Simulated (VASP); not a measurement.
Band structure of Cd4Se2Te2 (ordered alloy cell). Computed with PBEsol GGA, VASP's PBE PAW potentials (set 64) (plane waves; VASP 6.6.1).

Unless said otherwise, spin-orbit coupling is left out, though it shifts the bands of the heavy elements here.

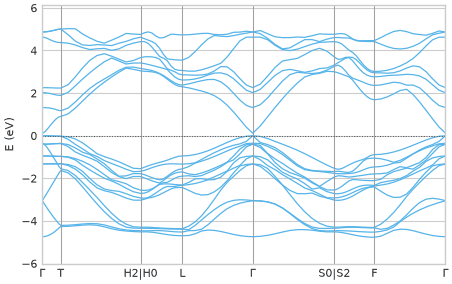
Figure: Bands along high-symmetry lines, zero at the valence-band maximum or, without a gap, the Fermi level

### Question
Read the plot: is there a gap, and where are the band edges?

### Answer
The gap is direct, 0.12 eV, from the valence maximum at Γ to the conduction minimum at Γ. (Edges off the drawn lines would not show.)

The structure was generated: Cd4Se2Te2 was put into an ordered model structure (R3m), which need not be its known phase. It was relaxed first.
